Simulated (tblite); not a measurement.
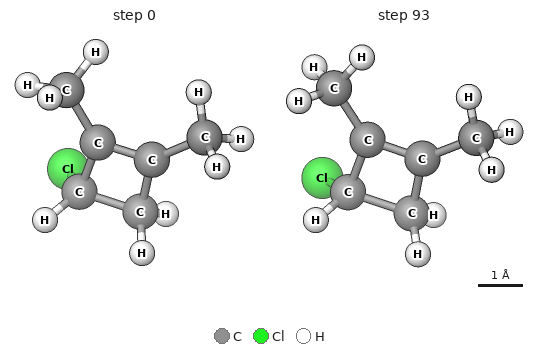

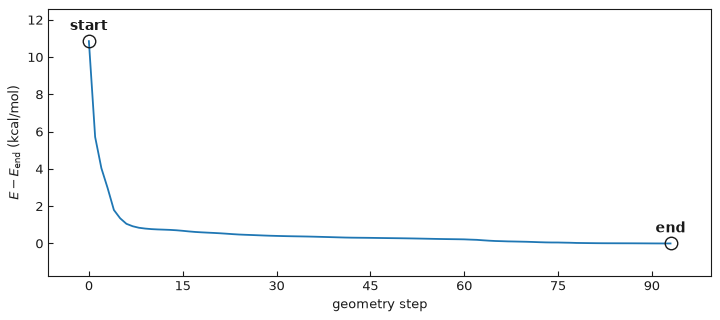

First and last geometry of a relaxation of C$_{6}$H$_{9}$Cl, with the history of the run. Style: ball-and-stick. Shown at a tilt.

Computed with GFN2-xTB geometry optimisation, gas phase in tblite. 

Q: What do the curves and the structures tell?

A: It converged. The largest move after the best rigid fit is that of an H atom, 0.65 Å. Largest moves by element: H 0.65 Å, Cl 0.41 Å, C 0.07 Å. Among the contacts that change: C–C 1.485 → 1.547 Å, C–C 1.469 → 1.513 Å, C–H 1.125 → 1.090 Å, C–C 1.313 → 1.338 Å. Bond angles that change, for instance: Cl–C–H 114.8° → 106.6°, Cl–C–C 108.3° → 114.8°, C–C–Cl 110.5° → 115.4°. Groups turn about C–C by about 35°. The energy falls by 10.9 kcal/mol in 93 geometry steps.
